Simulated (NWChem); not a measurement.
**triplet SiF2 at 6 levels**

Aim: a comparison of 6 runs (UHF/STO-3G, UHF/3-21G, UB3LYP/6-31G*, U-wB97X/def2-TZVP, UB2PLYP/def2-TZVP) of triplet SiF2. 

The results are computed with NWChem 7.3.0.

1 further run of the same task is left out (set aside as unsound or not needed).

### 1 The system as given

The species is SiF2 (3 atoms), meant as a triplet with charge 0. SMILES of the parent species: `F[Si]F`. Geometry: relaxed at PBE0-D4/def2-TZVP. That shape belongs to the parent species and isn't relaxed for this state.

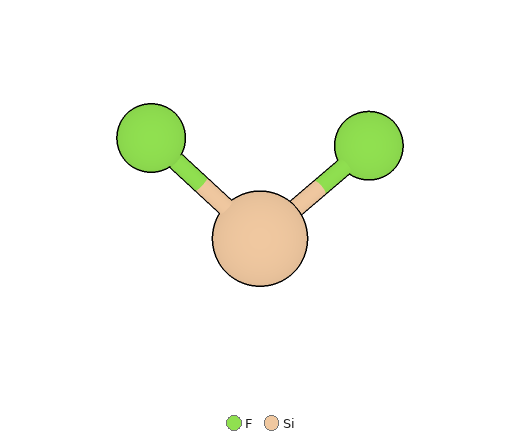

The structure, seen from a chosen angle (fluorine green, silicon light orange).

### 2 The energy at UHF/STO-3G (run 1)

Contents of geom.nw:

```
start geom
memory 2200 mb

geometry noautosym nocenter noautoz
  F      0.166300     1.246800     0.229400
  Si    -0.594900    -0.046400    -0.330100
  F      0.428600    -1.200400     0.100700
end

basis spherical bse
  * library STO-3G
end

scf
  triplet
  uhf
  thresh 1e-08
  maxiter 80
  print low
end

task scf energy
```

Command:

```
$ nwchem geom.nw > geom.out
```

What it wrote:

```text
[...]
  functions       =    19
[...]
  wavefunction    = UHF
[...]
         Total SCF energy =   -481.580933839195
      One electron energy =   -878.169138391481
      Two electron energy =    295.929783656125
 Nuclear repulsion energy =    100.658420896160
                       Sz =      1.0000
                 Sz(Sz+1) =      2.0000
                      S^2 =      2.0073
[...]
```

Run time: 0.84 s. Hardware: 1 thread of Intel Xeon Platinum 8488C (Sapphire Rapids), shared host; peak memory 0.099 GiB.

### 3 A single-point energy at UHF/3-21G (run 2)

Contents of run.py:

```python
from ase import Atoms
from ase.calculators.nwchem import NWChem

mol = Atoms('FSiF', positions=[
    [0.166300, 1.246800, 0.229400],
    [-0.594900, -0.046400, -0.330100],
    [0.428600, -1.200400, 0.100700],
])

calc = NWChem(
    label='m1',
    theory='scf',
    memory='2200 mb',
    basis='3-21G',
    basispar='spherical bse',
    scf={'nopen': '2', 'uhf': None, 'thresh': '1e-08', 'maxiter': '80'},
    task='energy',
)
mol.calc = calc

e = mol.get_potential_energy()
print(f"E = {e:.6f} eV")
```

Command:

```
$ export ASE_NWCHEM_COMMAND="nwchem PREFIX.nwi > PREFIX.nwo"
$ python run.py
```

What it wrote:

```text
E = -13202.851156 eV
```

The calculator wrote m1.nwi:

```
title "m1"

permanent_dir m1

scratch_dir m1

start m1

geometry units angstrom nocenter noautosym noautoz
  F  1.6630000000000000e-01 1.2467999999999999e+00 2.2939999999999999e-01
  Si -5.9489999999999998e-01 -4.6399999999999997e-02 -3.3010000000000000e-01
  F  4.2859999999999998e-01 -1.2003999999999999e+00 1.0070000000000000e-01
end

memory 2200 mb

basis spherical bse noprint
   * library 3-21G
end

scf
  nopen 2
  uhf
  thresh 1e-08
  maxiter 80
end

task scf energy
```

m1.nwo:

```text
Northwest Computational Chemistry Package (NWChem) 7.3.0
             --------------------------------------------------------

           Job information
           ---------------

    nwchem branch   = 7.3.0
    use scalapack   = T
    input           = m1.nwi
    prefix          = m1.
    data base       = m1/m1.db
    status          = startup
    nproc           =        1

           Memory information
           ------------------

    heap     =     72089596 doubles =      550.0 Mbytes
    stack    =     72089601 doubles =      550.0 Mbytes
    global   =    144179200 doubles =     1100.0 Mbytes (distinct from heap & stack)
    total    =    288358397 doubles =     2200.0 Mbytes
    verify   = yes
    hardfail = no

           Directory information
           ---------------------

  0 permanent = m1
  0 scratch   = m1

                                NWChem Input Module
                                -------------------

                                        m1
                                        --

[... 22 lines left out ...]
            Nuclear Dipole moment (a.u.)
[... 69 lines left out ...]
 1-e energy   =    -876.591034
[... 7 lines left out ...]
         Quadratically convergent UHF
[... 15 lines left out ...]
       Final UHF  results
[... 3 lines left out ...]
      One electron energy =   -877.372624131043
[... 1 line left out ...]
 Nuclear repulsion energy =    100.658420896160
[... 39 lines left out ...]
          Final beta eigenvalues
[... 219 lines left out ...]
                     UHF Final Beta Molecular Orbital Analysis
[... 210 lines left out ...]
   Mulliken analysis of the beta density
   -------------------------------------

    Atom       Charge   Shell Charges
 -----------   ------   -------------------------------------------------------
    1 F    9     4.71   0.99  0.22  1.19  0.77  1.54
    2 Si  14     5.58   1.00  0.98  2.93  0.23  0.32  0.03  0.10
    3 F    9     4.71   0.99  0.22  1.19  0.77  1.54

   Mulliken analysis of the spin density
   -------------------------------------

    Atom       Charge   Shell Charges
 -----------   ------   -------------------------------------------------------
    1 F    9     0.10   0.00  0.00  0.09 -0.00  0.01
    2 Si  14     1.79   0.00  0.01  0.02  0.21  0.66  0.38  0.52
    3 F    9     0.10   0.00  0.00  0.09 -0.00  0.01

       Multipole analysis of the density wrt the origin
       ------------------------------------------------

     L   x y z        total         alpha         beta         nuclear
     -   - - -        -----         -----         ----         -------
     0   0 0 0     -0.000000    -17.000000    -15.000000     32.000000

     1   1 0 0     -1.260256      3.647984      0.712750     -5.620990
[... 8 lines of this table left out ...]
     2   0 0 2    -15.625447    -15.067284     -8.023144      7.464981

 Task  times  cpu:        0.5s     wall:        0.5s
 Total times  cpu:        0.5s     wall:        0.5s
```

Run time: 1.6 s. Hardware: 1 thread of Intel Xeon Platinum 8488C (Sapphire Rapids), shared host; peak memory 0.099 GiB.

Run 3 isn't shown in full; the table further down has it.

### 4 The energy at UB3LYP/6-31G(d) (Cartesian functions) (run 4)

Contents of f2si.xyz:

```xyz
3
F2Si B3LYP
F      0.166300     1.246800     0.229400
Si    -0.594900    -0.046400    -0.330100
F      0.428600    -1.200400     0.100700
```

Contents of f2si.nw:

```
start f2si
title "F2Si B3LYP"
memory stack 880 mb heap 220 mb global 1100 mb
geometry noautosym nocenter noautoz
load format xyz f2si.xyz
end
basis "ao basis"
* library 6-31G*
end
dft
xc b3lyp
mult 3
grid xfine
convergence energy 1e-08
iterations 100
mulliken
end
task dft energy
```

Command:

```
$ nwchem f2si.nw > f2si.out
```

What it wrote:

```text
[...]
          Wavefunction type:  spin polarized.
          No. of atoms     :     3
          No. of electrons :    32
[...]
          Charge           :     0
          Spin multiplicity:     3
[...]
          AO basis - number of functions:    49
[...]
              XC Information
              --------------
                         B3LYP Method XC Potential
                     Hartree-Fock (Exact) Exchange  0.200
                        Slater Exchange Functional  0.800 local
                    Becke 1988 Exchange Functional  0.720 non-local
              Lee-Yang-Parr Correlation Functional  0.810
                  VWN I RPA Correlation Functional  0.190 local
[...]
 d= 0,ls=0.0,diis     1   -489.0409040300 -5.90D+02  1.87D-02  1.86D-01     1.0
[...]
 d= 0,ls=0.0,diis     8   -489.1314920916 -4.14D-09  1.80D-06  3.10D-08     6.7
[...]
         Total DFT energy =     -489.131492091603
      One electron energy =     -880.242309070184
           Coulomb energy =      332.389401070248
    Exchange-Corr. energy =      -41.937004987828
 Nuclear repulsion energy =      100.658420896160
[...]
      Total Density - Mulliken Population Analysis
     ---------------------------------------------
    Atom       Charge   Shell Charges
 -----------   ------   -------------------------------------------------------
    1 F    9     9.34   1.99  0.96  3.31  0.93  2.08  0.07
    2 Si  14    13.31   2.00  1.99  5.96  0.99  1.45  0.27  0.51  0.14
    3 F    9     9.34   1.99  0.96  3.31  0.93  2.08  0.07
[...]
      <S2> =      2.0014 (Exact =     2.0000)
[...]
```

Run time: 7.5 s. Hardware: 1 thread of Intel Xeon Platinum 8488C (Sapphire Rapids), shared host; peak memory 0.12 GiB.

Run 5 isn't shown in full; the table further down has it.

### 5 A single-point energy at UB2PLYP/def2-TZVP (run 6)

Contents of a.xyz:

```xyz
3
F2Si
F      0.166300     1.246800     0.229400
Si    -0.594900    -0.046400    -0.330100
F      0.428600    -1.200400     0.100700
```

Contents of a.nw:

```
start a
title "F2Si"
memory stack 880 mb heap 220 mb global 1100 mb

geometry units angstrom noautosym nocenter noautoz
load a.xyz
end

basis spherical bse
* library def2-TZVP
end

dft
xc hfexch 0.53 becke88 0.47 lyp 0.73 mp2 0.27
dftmp2 semidirect
mult 3
grid fine
convergence energy 1e-08
iterations 100
mulliken
end

mp2
freeze core 7
end

task dft energy
```

Command:

```
$ nwchem a.nw > a.out
```

What it wrote:

```text
[...]
          Wavefunction type:  spin polarized.
          No. of atoms     :     3
          No. of electrons :    32
[...]
          Charge           :     0
          Spin multiplicity:     3
[...]
          AO basis - number of functions:    99
[...]
              XC Information
              --------------
                     Hartree-Fock (Exact) Exchange  0.530
                    Becke 1988 Exchange Functional  0.470
              Lee-Yang-Parr Correlation Functional  0.730
[...]
 d= 0,ls=0.0,diis     1   -488.7644296810 -5.89D+02  5.94D-03  1.92D-01     1.8
[...]
 d= 0,ls=0.0,diis    11   -488.8545267273 -1.11D-09  1.28D-07  5.20D-11    17.9
[...]
         Total DFT energy =     -488.854526727282
      One electron energy =     -880.192744025988
           Coulomb energy =      332.240570530040
    Exchange-Corr. energy =      -41.560774127494
 Nuclear repulsion energy =      100.658420896160
[...]
      Total Density - Mulliken Population Analysis
     ---------------------------------------------
    Atom       Charge   Shell Charges
 -----------   ------   -------------------------------------------------------
    1 F    9     9.32   0.77  1.20  0.61  0.99  0.34  2.27  2.19  0.94  0.00  0.01  0.00
    2 Si  14    13.37   2.00  0.58  1.40  0.80  0.34  4.12  1.70  0.55  1.03  0.37  0.21  0.19  0.09
    3 F    9     9.32   0.77  1.20  0.61  0.99  0.34  2.27  2.19  0.94  0.00  0.01  0.00
[...]
      <S2> =      2.0023 (Exact =     2.0000)
[...]
  Basis functions       =     99
[...]
```

Run time: 24 s. Hardware: 1 thread of Intel Xeon Platinum 8488C (Sapphire Rapids), shared host; peak memory 0.26 GiB.

### 6 All runs side by side

```csv
run,level,iteration cap,module,energy (Eh),⟨S²⟩,wall time
1,UHF/STO-3G,80,scf,-481.580934,2.007,0.84 s
2,UHF/3-21G,80,scf,-485.195835,2.003,1.6 s
3,UB3LYP/6-31G* (spherical functions),100,dft,-489.127006,2.001,6.9 s
4,UB3LYP/6-31G* (Cartesian functions),100,dft,-489.131492,2.001,7.5 s
5,U-wB97X/def2-TZVP,100,dft,-489.199959,2.002,62 s
6,UB2PLYP/def2-TZVP,100,dft,-489.036930,2.002,24 s
```

### 7 Results

| quantity | value |
| --- | --- |
| run 6: total energy | -489.03693 Eh |
| run 6: dipole moment (SCF part) | 2.11 D |
| run 6: HOMO energy (SCF part's orbitals) (highest over α and β) | -6.32 eV |
| run 6: LUMO energy (SCF part's orbitals) (lowest over α and β) | -3.83 eV |
| run 6: ⟨S²⟩ | 2.002 |

Over runs 2, 3, 4, 5, 6 the dipole moment (its size) runs from 1.84 D (U-wB97X/def2-TZVP) to 3.67 D (UHF/3-21G). The two ends differ in method and basis. Totals of different functionals can't be ranked against each other. In run 1 the basis is minimal, so the values are rough. All runs together took 1.7 min, the longest 62 s.
